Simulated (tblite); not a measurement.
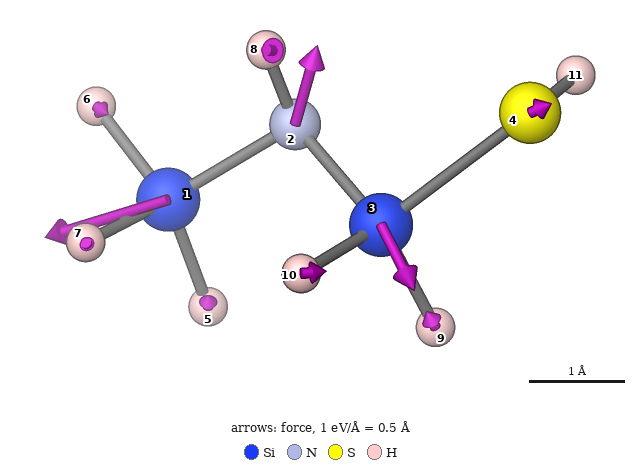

Starting geometry of Si2NH7S with the computed forces as purple arrows. The picture is a ball-and-stick view, seen at a tilt.

Computed with GFN2-xTB geometry optimisation, gas phase (tblite 0.8.0). 

**Is this structure relaxed? If not, where do the atoms go?**

It isn't relaxed: the largest force vector, on Si1, is 3.15 eV/Å. The final displacements have little in common with the starting forces (cosine between the two patterns 0.26). H10 moves most after the best rigid fit: 0.51 Å. Largest moves by element: H 0.51 Å, N 0.31 Å, Si 0.20 Å, S 0.11 Å. Some distances before and after: Si1–Si3 2.756 → 3.102 Å, Si1–N2 1.674 → 1.739 Å, Si3–S4 2.115 → 2.150 Å, N2–Si3 1.690 → 1.722 Å. Bond angles that change, for instance: Si1–N2–Si3 110.0° → 127.4°, Si3–N2–H8 108.2° → 115.3°, S4–Si3–H10 109.6° → 103.6°. After 70 geometry steps the energy has fallen by 44.2 kJ/mol. The run took 0.35 s on 1 thread of Arm Neoverse V1 (shared host).
